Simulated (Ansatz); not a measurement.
# H2S2: B3LYP/STO-3G

What is the energy change on altering one bond length of H2S2 at B3LYP/STO-3G? 

The results are computed with Ansatz 0.2.0.

29 further runs of the same task are left out: 29 set aside as unsound or not needed.

## 1. The system as given

H2S2: 4 atoms, total charge 0, spin state singlet. The coordinates come from a GFN2-xTB relaxation.

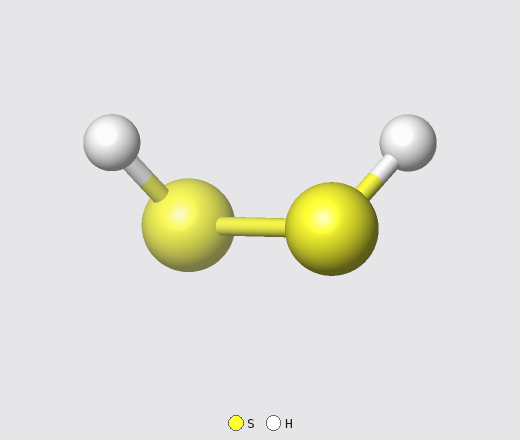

The structure, seen from a chosen angle (sulfur yellow, hydrogen white).

## 2. A single-point energy at B3LYP/STO-3G

The input, in.yaml:

```yaml
basis:
  gaussian:
    orbitals: STO-3G
crystal:
  periodic: [false, false, false]
  atoms:
    - {symbol: S, position_ang: [-0.427380, -0.511820, -0.893940]}
    - {symbol: S, position_ang: [-0.422510, 0.717510, 0.740680]}
    - {symbol: H, position_ang: [0.706880, -0.077850, -1.459730]}
    - {symbol: H, position_ang: [0.143010, -0.127830, 1.612990]}
hamiltonian:
  xc: {name: B3LYP}
accuracy: high
```

Launch:

```console
$ ansatz run in.yaml --threads 1 --pin off --max-ram 2610MiB --events-out events.jsonl --progress --plain --runs-dir runs
```

What it wrote:

```text
Warning: RAYON_NUM_THREADS=1 ignored (pool sized by the plan → 1); use --threads N
Functional definition: B3LYP
  name "B3LYP"
  parameter a0 = 0.2
  parameter ax = 0.72
  parameter ac = 0.81
  exchange = (1 - a0 - ax)*slater_x + ax*b88_x + a0*exact_x
  correlation = (1 - ac)*vwn_rpa_c + ac*lyp_c
344 factors; integrals over basis functions are off by at most 1.3e-8 eV
mean field evaluation 1: about -21462.3459 eV, gradient 4.6e0 eV
mean field evaluation 2: about -21462.4612 eV, gradient 1.2e0 eV
mean field evaluation 4: about -21462.4676 eV, gradient 1.5e-2 eV
mean field evaluation 8: about -21462.4625 eV, gradient 2.7e-4 eV
mean field -21462.46247329 eV, -788.7309481138 hartree, gradient 6.8e-8 eV, S^2 0.000000; 0 other end points of the search recorded, 0 dependent functions left out
reference -21462.46249756 eV, -788.7309490058 hartree; 17, 17 occupied and 3, 3 virtual orbitals, 344 factors
Total energy: -21462.46249756 eV, -788.7309490058 hartree
```

Wall time 1 s (1 thread of Arm Neoverse V1, shared host).

## 3. The distorted shape

The input, job.yaml:

```yaml
crystal:
  periodic: [false, false, false]
  atoms:
    - {symbol: S, position_ang: [-0.568770, -0.300471, -1.112032]}
    - {symbol: S, position_ang: [-0.563900, 0.928859, 0.522588]}
    - {symbol: H, position_ang: [0.565490, 0.133499, -1.677822]}
    - {symbol: H, position_ang: [0.143010, -0.127830, 1.612990]}
basis:
  gaussian:
    orbitals: STO-3G
hamiltonian:
  xc: {name: B3LYP}
accuracy: high
```

Launch:

```console
$ ansatz run job.yaml --threads 1 --pin off --max-ram 2610MiB --events-out events.jsonl --progress --plain --runs-dir runs
```

What it wrote:

```text
Warning: RAYON_NUM_THREADS=1 ignored (pool sized by the plan → 1); use --threads N
Functional definition: B3LYP
  name "B3LYP"
  parameter a0 = 0.2
  parameter ax = 0.72
  parameter ac = 0.81
  exchange = (1 - a0 - ax)*slater_x + ax*b88_x + a0*exact_x
  correlation = (1 - ac)*vwn_rpa_c + ac*lyp_c
344 factors; integrals over basis functions are off by at most 1.4e-8 eV
mean field evaluation 1: about -21461.5106 eV, gradient 4.5e0 eV
mean field evaluation 2: about -21461.6140 eV, gradient 1.5e0 eV
mean field evaluation 4: about -21461.6258 eV, gradient 9.3e-2 eV
mean field evaluation 8: about -21461.6088 eV, gradient 1.2e-3 eV
mean field -21461.60881770 eV, -788.6995768494 hartree, gradient 7.4e-9 eV, S^2 0.000000; 0 other end points of the search recorded, 0 dependent functions left out
reference -21461.60884253 eV, -788.6995777619 hartree; 17, 17 occupied and 3, 3 virtual orbitals, 344 factors
Total energy: -21461.60884253 eV, -788.6995777619 hartree
```

Run time: 0.99 s. Hardware: 1 thread of Arm Neoverse V1, shared host.

## 4. Summary of results

At B3LYP/STO-3G:

| quantity | value |
| --- | --- |
| first shape: total energy | -788.73095 Eh |
| distorted shape: total energy | -788.69958 Eh |
| energy change with the S2–H4 bond stretched from 1.340 to 1.675 Å | 0.854 eV |

**Reading.** With the S2–H4 bond stretched from 1.340 to 1.675 Å the energy rises by 0.85 eV (19.7 kcal/mol). The first shape isn't relaxed at this level, so the change isn't measured from a minimum. The minimal basis adds a large error of its own.
